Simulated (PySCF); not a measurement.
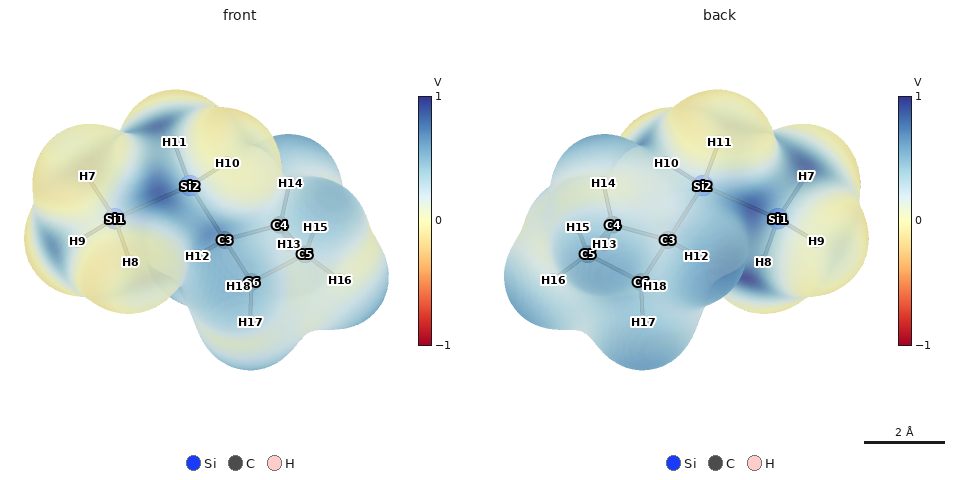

*C$_{4}$H$_{12}$Si$_{2}$ (SMILES [SiH3][SiH2]C1CCC1). The electrostatic potential painted on the density surface at 0.002 e/bohr³, seen from the front and from behind; red is negative and blue positive.*

Geometry: PBE0-D3(BJ)/def2-SVP.

Level of theory: PySCF 2.14.0, CAM-B3LYP/def2-SVPD, SCF density, gas phase.

```xyz
18

Si    2.7807    0.3280    0.2875
Si    0.7993   -0.8653    0.6740
C    -0.5308   -0.3631   -0.5703
C    -1.9530   -0.8921   -0.2425
C    -2.3021    0.4911    0.3376
C    -1.0717    1.0793   -0.3781
H     3.8461   -0.0554    1.2657
H     2.5398    1.8009    0.4075
H     3.2878    0.0523   -1.0942
H     0.3201   -0.5810    2.0666
H     1.0761   -2.3351    0.5785
H    -0.1594   -0.6001   -1.5813
H    -2.5212   -1.1136   -1.1595
H    -2.0420   -1.7619    0.4282
H    -2.1903    0.5169    1.4321
H    -3.2858    0.9130    0.0839
H    -1.3319    1.5461   -1.3408
H    -0.4521    1.7954    0.1863
```

Where is the surface potential most negative and most positive?

The most negative region (about −0.1 V) lies over the H atoms, the most positive (about +0.9 V, or +21 kcal/mol for a unit charge) over Si1 and Si2.
